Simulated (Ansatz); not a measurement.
Single-point calculation, with input and output: CH8GeSi

The run: single-point calculation of CH8GeSi. Method and program: RKS PBE0-D4/def2-TZVPP (Ansatz 0.2.0).

The geometry is a transition state. The reaction was set up to form Si1–H3 and to break Si1–Ge2 and Ge2–H3 (atoms counted from 1 in the order of the input); sticks are drawn by distance alone. The geometry comes from this level: PBE0-D4/def2-TZVP.

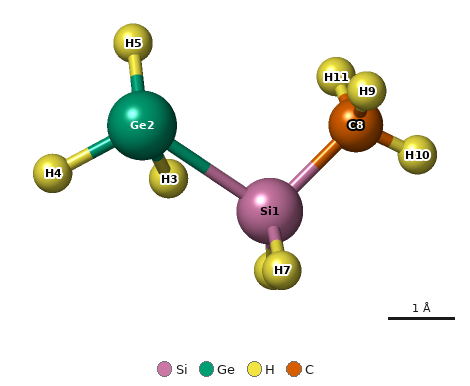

*The input geometry (ball-and-stick view, seen on its broad side; atoms are numbered from 1 in the order of the input). Sticks mark near contacts.*

Bond lengths as drawn: C–H 1.09 Å, C–Si 1.87 Å, Ge–H 1.55 to 1.71 Å, Ge–Si 2.43 Å and H–Si 1.49 Å.

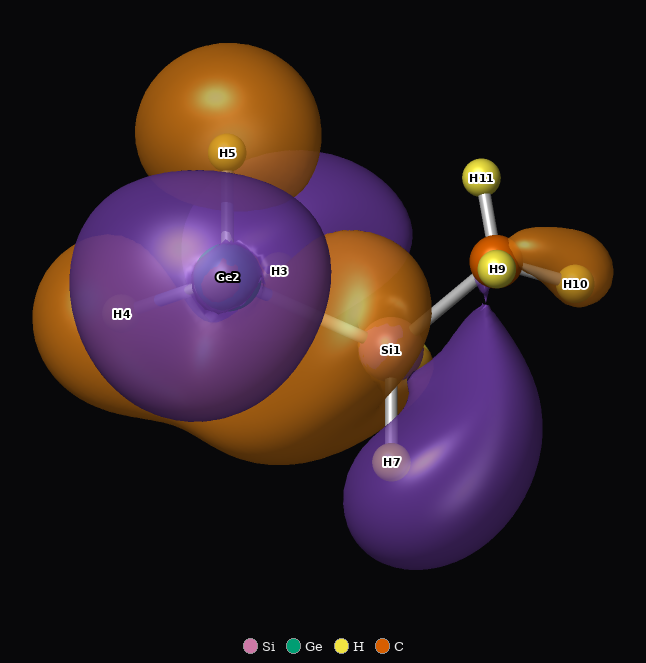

*One frontier orbital at ±0.06 Å⁻³ᐟ² (orange and purple are the two phases), seen at an oblique angle.*

The LUMO, at −0.71 eV. Its weight (Hirshfeld) is mainly on Ge2 (40 %), Si1 (25 %) and H3 (15 %).

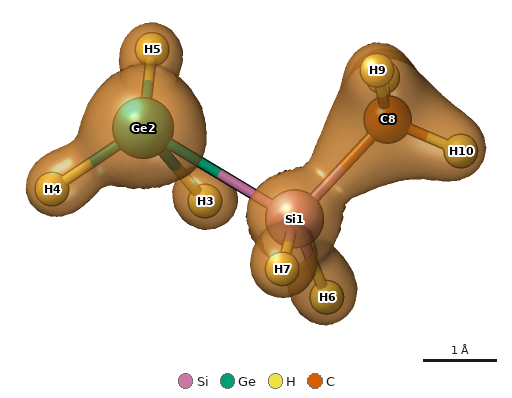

*Isosurface of the electron density at 0.6 e/Å³ (orange), seen at a tilt.*

At this value the surface falls into three separate pieces. It is pinched off along the Si–Ge (2.43 Å) contacts. On the grid the lowest density along these lines, outside the cores, is 0.83 e/Å³ (C–Si, 1.87 Å), 0.47 e/Å³ (Si–Ge, 2.43 Å), 1.9 e/Å³ (C–H, 1.09 Å) and 0.81 e/Å³ (Si–H, 1.49 Å).

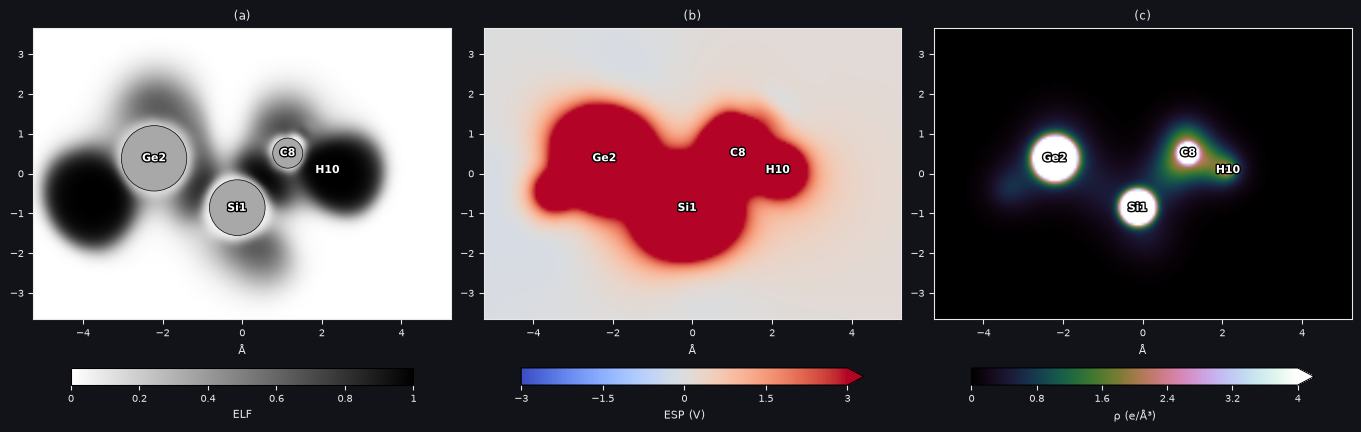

*(a) ELF; (b) molecular electrostatic potential; (c) total electron density on the plane of atoms Si1, C8 and H10. Grey discs, where drawn, cover atomic cores.*

Atoms in the plane: Si, Ge, C and H. The potential has no marked negative region in this plane.

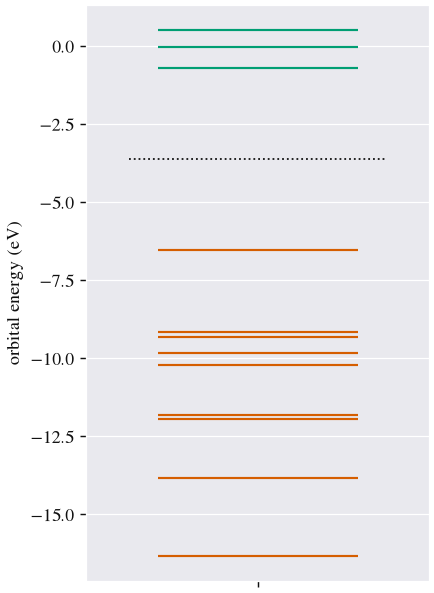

*Orbital energies near the frontier; the dotted line parts filled from empty levels, and levels within 0.02 eV of each other stand side by side.*

Highest filled −6.53 eV, lowest empty −0.71 eV, 5.82 eV apart.

The input that produced these results follows, with the program's output.

## Input file
```yaml
crystal:
  periodic: [false, false, false]
  atoms:
    - {symbol: Si, position_ang: [-0.130366, 0.429893, 0.745907]}
    - {symbol: Ge, position_ang: [1.077156, 0.871230, -1.316053]}
    - {symbol: H, position_ang: [-0.543006, 1.153575, -0.863094]}
    - {symbol: H, position_ang: [1.086846, 2.348524, -1.787585]}
    - {symbol: H, position_ang: [0.461440, 0.067468, -2.493637]}
    - {symbol: H, position_ang: [-1.457753, 1.021915, 1.088690]}
    - {symbol: H, position_ang: [0.797081, 0.954629, 1.784498]}
    - {symbol: C, position_ang: [-0.292497, -1.428143, 0.715417]}
    - {symbol: H, position_ang: [0.688212, -1.905067, 0.723388]}
    - {symbol: H, position_ang: [-0.862433, -1.764772, 1.585184]}
    - {symbol: H, position_ang: [-0.824682, -1.749152, -0.182815]}
basis:
  gaussian: {orbitals: def2-TZVPP}
hamiltonian: {xc: pbe0, dispersion: d4}
output: {orbitals: {seedname: orbitals}}
```

Command:
```bash
ansatz run in.yaml --threads 4 --pin off --events-out ev --progress --plain --max-ram 9574MiB
```

## Output
```
Functional definition: PBE0
  name "PBE0"
  cite "Adamo & Barone, J. Chem. Phys. 110, 6158 (1999) doi:10.1063/1.478522"
  cite "Perdew, Burke & Ernzerhof, Phys. Rev. Lett. 77, 3865 (1996) doi:10.1103/PhysRevLett.77.3865"
  parent pbe
  parameter a = 0.25
  parameter kappa = 0.804
  parameter beta = 0.06672455060314922
  exchange = (1 - a)*pbe_x(kappa = kappa, mu = beta*pi^2/3) + a*exact_x
  correlation = pbe_c(beta = beta)
1344 factors; their error is unknown
mean field evaluation 1: about -65545.2267 eV, gradient 4.9e1 eV
mean field evaluation 2: about -65542.8383 eV, gradient 5.4e1 eV
mean field evaluation 4: about -65550.3833 eV, gradient 1.9e0 eV
mean field evaluation 8: about -65550.3894 eV, gradient 2.3e-2 eV
mean field evaluation 16: about -65550.6715 eV, gradient 2.2e-5 eV
mean field -65550.67150890 eV, -2408.9427461110 hartree, gradient 2.2e-5 eV, S^2 0.000000; 0 other end points of the search recorded, 0 dependent functions left out
reference -65550.67154156 eV, -2408.9427473112 hartree; 30, 30 occupied and 203, 203 virtual orbitals, 1344 factors
Total energy: -65550.85252201 eV, -2408.9493982203 hartree
```

## Summary

| quantity | value |
| --- | --- |
| outcome | converged |
| total energy | −65550.8525 eV |
| mean-field energy | −65550.6715 eV |
| dispersion energy | −0.1810 eV |
| SCF solution under orbital rotations | stable |
| HOMO | −6.53 eV |
| LUMO | −0.71 eV |
| hardware | 4 threads of Arm Neoverse V1, 23 GiB of memory available, shared host |
| wall time | 4.5 s (CPU time 14 s) |
| peak memory | 0.58 GiB |
